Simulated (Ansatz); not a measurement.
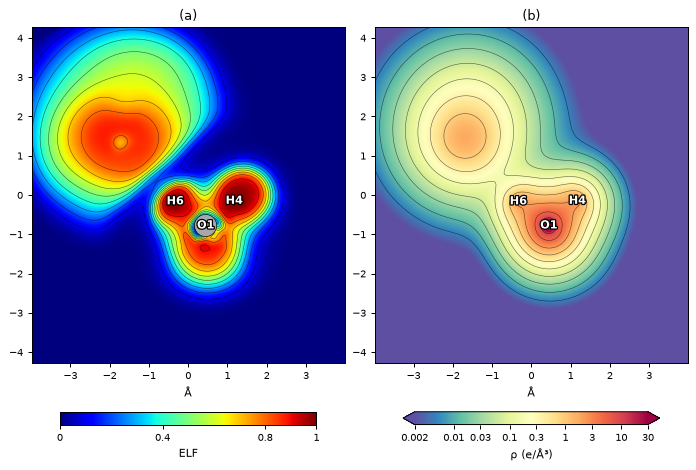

Figure. CH3OSi (charge −1). (a) electron localisation function; (b) total electron density on the plane of atoms H4, O1 and H6. Grey discs cover the atomic cores in the ELF map.

Geometry: PBE0-D4/def2-TZVPD; at this geometry the atoms fall into two loosely joined parts.

All numbers below come from RKS PBE0-D4/def2-TZVPPD (Ansatz).

The calculation's input:

```
crystal:
  periodic: [false, false, false]
  atoms:
    - {symbol: O, position_ang: [-2.020605, -0.497415, -0.135747]}
    - {symbol: C, position_ang: [0.899905, 0.423083, -0.481496]}
    - {symbol: Si, position_ang: [1.376885, 0.028512, 1.036665]}
    - {symbol: H, position_ang: [-1.800239, -1.431839, -0.129678]}
    - {symbol: H, position_ang: [0.630614, 0.696259, -1.492508]}
    - {symbol: H, position_ang: [-1.121652, -0.092226, -0.064444]}
basis:
  gaussian: {orbitals: "def2-TZVPPD.json"}
total_charge: -1
hamiltonian: {xc: pbe0, dispersion: d4}
output: {orbitals: {seedname: orbitals}}
```

Launched as:

```sh
ansatz run in.yaml --threads 2 --pin off --events-out ev --progress --plain --max-ram 4352MiB
```

What does the map show?

- Atoms in the plane: O and H.
- O–H (0.96 Å): ρ at the midpoint is about 3.8 e/Å³; the ELF climbs to about 1 towards the hydrogen, as it does in any bond to H (a covalent bond by its length).
- The ELF also peaks beside O1, away from the bonds: lone-pair regions.
